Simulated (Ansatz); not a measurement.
# [GeH3]− (SMILES [H][Ge-]([H])[H]): the vertical detachment energy, rung by rung

The species is [GeH3]− (4 atoms), meant as a singlet with charge -1. SMILES: `[H][Ge-]([H])[H]`. Geometry: a GFN2-xTB relaxation, a rough one for these elements and not checked as a minimum.

Quantity: the vertical detachment energy (to the doublet neutral), in eV. The values are calculated.

| level | kind | program | value (eV) | less FCI/STO-3G | CPU time (all runs) |
| --- | --- | --- | --- | --- | --- |
| HF/STO-3G | Hartree–Fock | Ansatz | -2.51 | +0.23 | 0.22 s |
| SVWN5/STO-3G | LDA | Ansatz | -1.72 | +1.02 | 3.2 s |
| revPBE/STO-3G | GGA | Ansatz | -1.60 | +1.14 | 12 s |
| r2SCAN0/STO-3G | hybrid meta-GGA | Ansatz | -1.46 | +1.28 | 10 s |
| wB97X/STO-3G | range-separated hybrid | Ansatz | -1.51 | +1.23 | 31 s |
| BCCD(T)/STO-3G | coupled cluster or CI | Ansatz | -2.73 | +0.01 | 0.45 s |
| CCSDTQ/STO-3G | coupled cluster or CI | Ansatz | -2.74 | 0.00 | 73 s |
| FCI/STO-3G | exact in the basis | Ansatz | -2.74 | 0.00 | 0.89 s |

FCI/STO-3G is exact within its basis and frozen core, so for wave-function methods in that basis the difference is their error; functionals converge differently with the basis, so for them it is only a difference. All-electron rows without a relativistic Hamiltonian named are non-relativistic. Sets without diffuse functions describe the anion poorly. The values span -2.74 to -1.46 eV. All rows use very small basis sets, so even the best lies far from the true value. In the correlated wave-function rows the outer d shell of Ge is correlated, in sets not made for it. CPU times are rough (shared hosts, several kinds of processor): they show what a rung costs within a factor of a few.

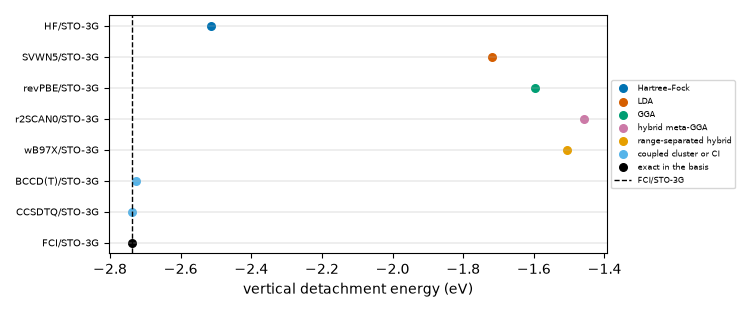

The values of the table, level by level.
